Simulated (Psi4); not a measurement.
## Geometry relaxation, with input and output: BH4 (charge −1) (part 1 of 2)

System: BH4, charge −1.
Method: HF/3-21G, RHF (Psi4 1.11).

The geometry comes from this level: GFN2-xTB.

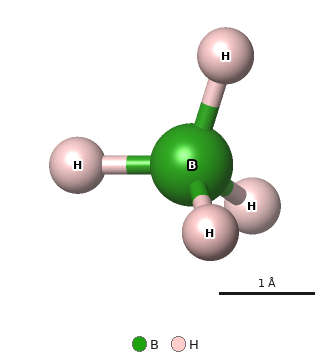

**Figure 1.** The structure as given in the input (ball-and-stick view, seen at a tilt). Bond lengths as drawn: B–H 1.23 Å.

### Input file (calc.py)
```python
import psi4

psi4.set_memory('1600 MB')
psi4.set_num_threads(1)
psi4.core.set_output_file('run.log', False)

molecule = psi4.geometry("""
-1 1
B
H 1 1.228162
H 1 1.228559 2 109.50082
H 1 1.229057 2 109.46362 3 -119.99098
H 1 1.229359 2 109.45086 4 -120.05649
symmetry c1
""")

psi4.set_options({
    'reference': 'rhf',
    'geom_maxiter': 60,
})

e, wfn = psi4.optimize("hf/3-21G", return_wfn=True)
print(f'hf/3-21G energy: {e:.10f} Eh')
print(molecule.to_string(dtype='xyz', units='Angstrom'))
```

Machine: 1 thread of Intel Xeon @ 2.50GHz (Skylake/Cascade Lake), 16 GiB of memory available, shared host.

Run as:
```bash
python calc.py
```

### Output
```
gradient() will perform analytic gradient computation.

   => Loading Basis Set <=

    Name: 3-21G
    Role: ORBITAL
    Keyword: BASIS

         ---------------------------------------------------------
                                   SCF
                              RHF Reference
                        1 Threads,   1525 MiB Core
         ---------------------------------------------------------

  ==> Geometry <==

    Molecular point group: c1
    Full point group: C1

    Geometry (in Angstrom), charge = -1, multiplicity = 1:

       Center              X                  Y                   Z               Mass
    ------------   -----------------  -----------------  -----------------  -----------------
         B           -0.000047858171    -0.000004448527     0.000057784653    11.009305360000
         H           -0.000047858171    -0.000004448527     1.228219784653     1.007825032230
         H           -0.000047858171     1.158080369760    -0.410060210725     1.007825032230
         H           -1.003706957106    -0.579256645623    -0.409474161027     1.007825032230
         H            1.004325467781    -0.578770680672    -0.409316642402     1.007825032230

  Running in c1 symmetry.

  Rotational constants: A =      4.15722  B =      4.15357  C =      4.15192 [cm^-1]
  Rotational constants: A = 124630.33419  B = 124521.00621  C = 124471.46510 [MHz]
  Nuclear repulsion =   10.195335048287998

  Charge       = -1
  Multiplicity = 1
  Electrons    = 10
  Nalpha       = 5
  Nbeta        = 5

  ==> Algorithm <==

  SCF Algorithm Type is DF.
  DIIS enabled.
  MOM disabled.
  Fractional occupation disabled.
  Guess Type is SAD.
  Energy threshold   = 1.00e-08
  Density threshold  = 1.00e-08
  Integral threshold = 1.00e-12

  ==> Primary Basis <==

  Basis Set: 3-21G
    Blend: 3-21G
    Number of shells: 13
    Number of basis functions: 17
    Number of Cartesian functions: 17
    Spherical Harmonics?: false
    Max angular momentum: 1

   => Loading Basis Set <=

    Name: (3-21G AUX)
    Role: JKFIT
    Keyword: DF_BASIS_SCF

  ==> Integral Setup <==

  DFHelper Memory: AOs need 0.001 GiB; user supplied 1.118 GiB.
  SCF_SUBTYPE=INCORE selected. In-core MEM_DF algorithm will be used.
  Using in-core AOs.

  ==> MemDFJK: Density-Fitted J/K Matrices <==

    J tasked:                   Yes
    K tasked:                   Yes
    wK tasked:                   No
    Memory [MiB]:              1144
    Algorithm:                 Core
    Schwarz Cutoff:           1E-12
    Mask sparsity (%):       0.0000
    Fitting Condition:        1E-10

   => Auxiliary Basis Set <=

  Basis Set: (3-21G AUX)
    Blend: DEF2-UNIVERSAL-JKFIT
    Number of shells: 49
    Number of basis functions: 169
    Number of Cartesian functions: 169
    Spherical Harmonics?: false
    Max angular momentum: 4

  Minimum eigenvalue in the overlap matrix is 1.7122635759E-02.
  Reciprocal condition number of the overlap matrix is 4.4657439866E-03.
    Using symmetric orthogonalization.

  ==> Pre-Iterations <==

  SCF Guess: Superposition of Atomic Densities via on-the-fly atomic UHF (no occupation information).

   -------------------------
    Irrep   Nso     Nmo
   -------------------------
     A         17      17
   -------------------------
    Total      17      17
   -------------------------

  ==> Iterations <==

                           Total Energy        Delta E     RMS |[F,P]|

   @DF-RHF iter SAD:   -26.11033591774899   -2.61103e+01   0.00000e+00
   @DF-RHF iter   1:   -26.76325959699132   -6.52924e-01   1.52762e-02 ADIIS/DIIS
   @DF-RHF iter   2:   -26.80926858458316   -4.60090e-02   4.16399e-03 ADIIS/DIIS
   @DF-RHF iter   3:   -26.81257967839127   -3.31109e-03   5.16304e-04 ADIIS/DIIS
   @DF-RHF iter   4:   -26.81272612539466   -1.46447e-04   6.26078e-05 DIIS
   @DF-RHF iter   5:   -26.81272825724548   -2.13185e-06   2.02371e-06 DIIS
   @DF-RHF iter   6:   -26.81272825826119   -1.01571e-09   1.67242e-07 DIIS
   @DF-RHF iter   7:   -26.81272825826925   -8.05400e-12   2.36102e-08 DIIS
   @DF-RHF iter   8:   -26.81272825826943   -1.88294e-13   7.33832e-10 DIIS
  Energy and wave function converged.

  ==> Post-Iterations <==

    Orbital Energies [Eh]
    ---------------------

    Doubly Occupied:

       1A     -7.220623     2A     -0.434796     3A     -0.170610
       4A     -0.170498     5A     -0.170318

    Virtual:

       6A      0.557959     7A      0.558109     8A      0.558203
       9A      0.676974    10A      0.914424    11A      0.914567
      12A      0.914634    13A      1.228436    14A      1.668010
      15A      1.668284    16A      1.668616    17A      1.714790

    Final Occupation by Irrep:
              A
    DOCC [     5 ]
    NA   [     5 ]
    NB   [     5 ]

  @DF-RHF Final Energy:   -26.81272825826943

   => Energetics <=

    Nuclear Repulsion Energy =             10.1953350482879976
    One-Electron Energy =                 -57.6824370589606730
    Two-Electron Energy =                  20.6743737524032376
    Total Energy =                        -26.8127282582694342

Computation Completed

Properties will be evaluated at   0.000000,   0.000000,   0.000000 [a0]

Properties computed using the SCF density matrix

 Multipole Moments:

 ------------------------------------------------------------------------------------
     Multipole            Electronic (a.u.)      Nuclear  (a.u.)        Total (a.u.)
 ------------------------------------------------------------------------------------

 L = 1.  Multiply by 2.5417464519 to convert [e a0] to [Debye]
 Dipole X            :         -0.0009102            0.0005357           -0.0003744
 Dipole Y            :          0.0004637            0.0000498            0.0005135
 Dipole Z            :          0.0015575           -0.0006469            0.0009106
 Magnitude           :                                                    0.0011104

 ------------------------------------------------------------------------------------

	total time  =          0 seconds =       0.00 minutes

         ------------------------------------------------------------
                                   SCF GRAD
         ------------------------------------------------------------

  ==> Geometry <==

    Molecular point group: c1
    Full point group: C1

    Geometry (in Angstrom), charge = -1, multiplicity = 1:

       Center              X                  Y                   Z               Mass
    ------------   -----------------  -----------------  -----------------  -----------------
         B           -0.000047858171    -0.000004448527     0.000057784653    11.009305360000
         H           -0.000047858171    -0.000004448527     1.228219784653     1.007825032230
         H           -0.000047858171     1.158080369760    -0.410060210725     1.007825032230
         H           -1.003706957106    -0.579256645623    -0.409474161027     1.007825032230
         H            1.004325467781    -0.578770680672    -0.409316642402     1.007825032230

  Nuclear repulsion =   10.195335048287999

  ==> Basis Set <==

  Basis Set: 3-21G
    Blend: 3-21G
    Number of shells: 13
    Number of basis functions: 17
    Number of Cartesian functions: 17
    Spherical Harmonics?: false
    Max angular momentum: 1

  ==> DFJKGrad: Density-Fitted SCF Gradients <==

    Gradient:                    1
    J tasked:                  Yes
    K tasked:                  Yes
    wK tasked:                  No
    Integrals threads:           1
    Memory [MiB]:             1144
    Schwarz Cutoff:          1E-12
    Fitting Condition:       1E-10

   => Auxiliary Basis Set <=

  Basis Set: (3-21G AUX)
    Blend: DEF2-UNIVERSAL-JKFIT
    Number of shells: 49
    Number of basis functions: 169
    Number of Cartesian functions: 169
    Spherical Harmonics?: false
    Max angular momentum: 4

  -Total Gradient:
     Atom            X                  Y                   Z
    ------   -----------------  -----------------  -----------------
       1       -0.000115534063     0.000163312351     0.000285952371
       2        0.000007337491    -0.000030980785    -0.005207185131
       3        0.000017295317    -0.004789001345     0.001651472466
       4        0.003917893571     0.002346336603     0.001653345465
       5       -0.003826992315     0.002310333175     0.001616414830

	total time  =          0 seconds =       0.00 minutes

    			-----------------------------------------

    			 OPTKING 3.0: for geometry optimizations

    			        with contributions from

    			-----------------------------------------

	                            ===> Fragment 1 <==

	 Z (Atomic Numbers)          Masses                          Geom
	       5.000000            11.009305         -0.00009044 -0.00000841  0.00010920
	       1.000000             1.007825         -0.00009044 -0.00000841  2.32099901
	       1.000000             1.007825         -0.00009044  2.18845473 -0.77490149
	       1.000000             1.007825         -1.89673126 -1.09463642 -0.77379402
	       1.000000             1.007825          1.89790007 -1.09371808 -0.77349635

	 - Coordinate -           - BOHR/RAD -       - ANG/DEG -
	 R(1,2)           =         2.320890           1.228162
	 R(1,3)           =         2.321640           1.228559
	 R(1,4)           =         2.322581           1.229057
	 R(1,5)           =         2.323152           1.229359
	 B(2,1,3)         =         1.911150         109.500820
	 B(2,1,4)         =         1.910501         109.463620
	 B(2,1,5)         =         1.910278         109.450860
	 B(3,1,4)         =         1.910313         109.452859
	 B(3,1,5)         =         1.909876         109.427846
	 B(4,1,5)         =         1.911682         109.531327
	 O(2,1,3,4)       =         0.955093          54.722788
	 O(2,1,3,5)       =        -0.955534         -54.748037
	 O(2,1,4,5)       =         0.955280          54.733512
	 O(3,1,2,4)       =        -0.955187         -54.728163
	 O(3,1,2,5)       =         0.955734          54.759531
	 O(3,1,4,5)       =        -0.955870         -54.767308
	 O(4,1,2,3)       =         0.955511          54.746776
	 O(4,1,2,5)       =        -0.954578         -54.693267
	 O(4,1,3,5)       =         0.954966          54.715532
	 O(5,1,2,3)       =        -0.956171         -54.784551
	 O(5,1,2,4)       =         0.954689          54.699632
	 O(5,1,3,4)       =        -0.955184         -54.728011

	        --- Internal Coordinate Step in ANG or DEG, aJ/ANG or AJ/DEG ---
	-------------------------------------------------------------------------------
	           Coordinate      Previous         Force          Change          New
	           ----------      --------        ------          ------        ------
	               R(1,2)       1.22816        0.04290        0.01211       1.24027
	               R(1,3)       1.22856        0.04173        0.01179       1.24035
	               R(1,4)       1.22906        0.04001        0.01132       1.24038
	               R(1,5)       1.22936        0.03915        0.01109       1.24045
	             B(2,1,3)     109.50082       -0.00000       -0.02048     109.48034
	             B(2,1,4)     109.46362        0.00000        0.01266     109.47628
	             B(2,1,5)     109.45086        0.00000        0.01411     109.46497
	             B(3,1,4)     109.45286        0.00000        0.01281     109.46566
	             B(3,1,5)     109.42785        0.00000        0.02278     109.45062
	             B(4,1,5)     109.53133       -0.00001       -0.04188     109.48945
	           O(2,1,3,4)      54.72279        0.00000        0.00142      54.72421
	           O(2,1,3,5)     -54.74804       -0.00000        0.00499     -54.74304
	           O(2,1,4,5)      54.73351       -0.00000       -0.00583      54.72768
	           O(3,1,2,4)     -54.72816       -0.00000       -0.00135     -54.72952
	           O(3,1,2,5)      54.75953       -0.00000       -0.00932      54.75021
	           O(3,1,4,5)     -54.76731        0.00000        0.01465     -54.75265
	           O(4,1,2,3)      54.74678       -0.00000       -0.01523      54.73154
	           O(4,1,2,5)     -54.69327       -0.00000       -0.02218     -54.71545
	           O(4,1,3,5)      54.71553        0.00000        0.01770      54.73324
	           O(5,1,2,3)     -54.78455        0.00000        0.02665     -54.75790
	           O(5,1,2,4)      54.69963        0.00000        0.02147      54.72110
	           O(5,1,3,4)     -54.72801       -0.00000       -0.01274     -54.74075
	-------------------------------------------------------------------------------

	                                 ==> Convergence Check <==

	Measures of convergence in internal coordinates in au.

	Criteria marked as inactive (o), active & met (*), and active & unmet ( ).

	----------------------------------------------------------------------------------------------~
	   Step    Total Energy     Delta E     Max Force     RMS Force      Max Disp      RMS Disp   ~
	----------------------------------------------------------------------------------------------~
	  Convergence Criteria     1.00e-06 *    3.00e-04 *             o    1.20e-03 *             o~
	----------------------------------------------------------------------------------------------~
	     1     -26.81272826   -2.68e+01      5.21e-03      2.12e-03 o    2.29e-02      9.34e-03 o  ~
	----------------------------------------------------------------------------------------------

Next Geometry in Ang
	Fragment 1 (Ang)

	    B   0.0000176374  -0.0000418588  -0.0000578441
	    H  -0.0000092529   0.0001559651   1.2402097695
	    H  -0.0000625679   1.1692384800  -0.4138800502
	    H  -1.0126403395  -0.5849186515  -0.4135483927
	    H   1.0131694591  -0.5843897885  -0.4132969274

    Structure for next step:
    Molecular point group: c1
    Full point group: C1

    Geometry (in Angstrom), charge = -1, multiplicity = 1:

    B
    H             1    1.240268
    H             1    1.240349      2  109.480338
    H             1    1.240376      2  109.476285      3 -120.001881
    H             1    1.240446      2  109.464966      4 -120.021594

gradient() will perform analytic gradient computation.

   => Loading Basis Set <=

    Name: 3-21G
    Role: ORBITAL
    Keyword: BASIS
```
